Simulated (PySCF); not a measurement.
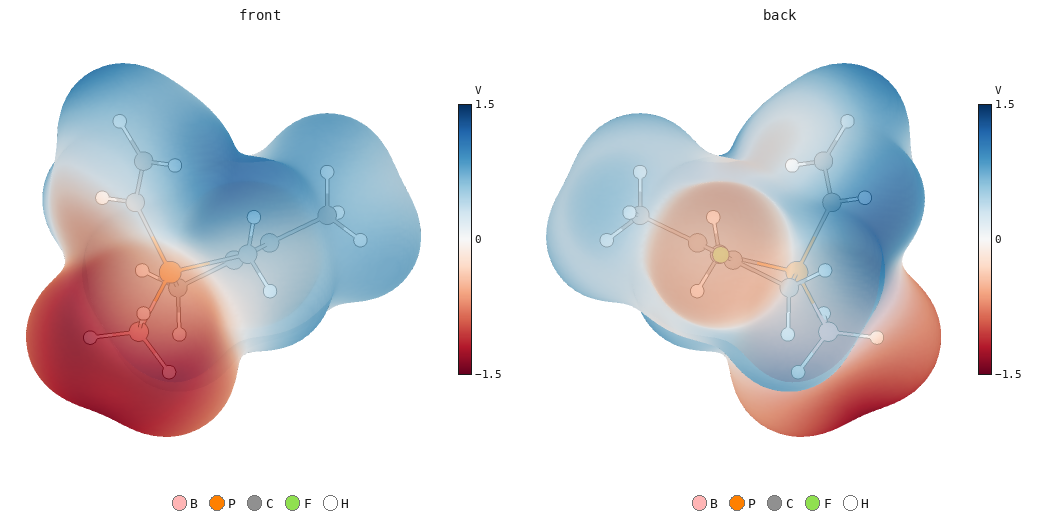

Figure. C7H13BFP. The molecular electrostatic potential painted on the density surface at 0.001 e/bohr³, seen from the front and from behind; the colour scale runs from red (negative) to blue (positive).

Geometry: GFN2-xTB.

Level of theory: PySCF 2.14.0, PBE0/pcSseg-1, SCF density, gas phase, non-relativistic.

```json
{"atom": "B", "x (Å)": "-2.2981", "y (Å)": "-1.0828", "z (Å)": "1.4411"}
{"atom": "P", "x (Å)": "-0.9866", "y (Å)": "-0.4122", "z (Å)": "0.2071"}
{"atom": "C", "x (Å)": "-1.5227", "y (Å)": "0.6684", "z (Å)": "-1.1449"}
{"atom": "C", "x (Å)": "-1.7279", "y (Å)": "1.9709", "z (Å)": "-1.0229"}
{"atom": "C", "x (Å)": "0.4918", "y (Å)": "0.4624", "z (Å)": "0.9031"}
{"atom": "C", "x (Å)": "1.6548", "y (Å)": "0.0404", "z (Å)": "0.0494"}
{"atom": "C", "x (Å)": "2.9506", "y (Å)": "0.7723", "z (Å)": "0.1503"}
{"atom": "C", "x (Å)": "1.4034", "y (Å)": "-1.0026", "z (Å)": "-0.7299"}
{"atom": "F", "x (Å)": "2.3251", "y (Å)": "-1.5528", "z (Å)": "-1.5515"}
{"atom": "C", "x (Å)": "0.0521", "y (Å)": "-1.6416", "z (Å)": "-0.7072"}
{"atom": "H", "x (Å)": "-1.6606", "y (Å)": "-1.7912", "z (Å)": "2.1573"}
{"atom": "H", "x (Å)": "-3.0993", "y (Å)": "-1.6569", "z (Å)": "0.7751"}
{"atom": "H", "x (Å)": "-2.7326", "y (Å)": "-0.1138", "z (Å)": "1.9783"}
{"atom": "H", "x (Å)": "-1.7808", "y (Å)": "0.1538", "z (Å)": "-2.0635"}
{"atom": "H", "x (Å)": "-1.5180", "y (Å)": "2.4978", "z (Å)": "-0.1058"}
{"atom": "H", "x (Å)": "-2.1158", "y (Å)": "2.5666", "z (Å)": "-1.8336"}
{"atom": "H", "x (Å)": "0.3533", "y (Å)": "1.5455", "z (Å)": "0.9019"}
{"atom": "H", "x (Å)": "0.6339", "y (Å)": "0.1464", "z (Å)": "1.9415"}
{"atom": "H", "x (Å)": "3.3033", "y (Å)": "0.7732", "z (Å)": "1.1812"}
{"atom": "H", "x (Å)": "3.7014", "y (Å)": "0.3065", "z (Å)": "-0.4820"}
{"atom": "H", "x (Å)": "2.8207", "y (Å)": "1.8091", "z (Å)": "-0.1592"}
{"atom": "H", "x (Å)": "-0.3256", "y (Å)": "-1.8414", "z (Å)": "-1.7133"}
{"atom": "H", "x (Å)": "0.0728", "y (Å)": "-2.5909", "z (Å)": "-0.1625"}
```

### Describe the electrostatic potential map.

The most negative region (about −1.3 V) lies over H13, the most positive (about +1.1 V) over H14, H15, H17 and H22.

### How polar is the molecule by this calculation?

Its dipole moment is 4.27 D.
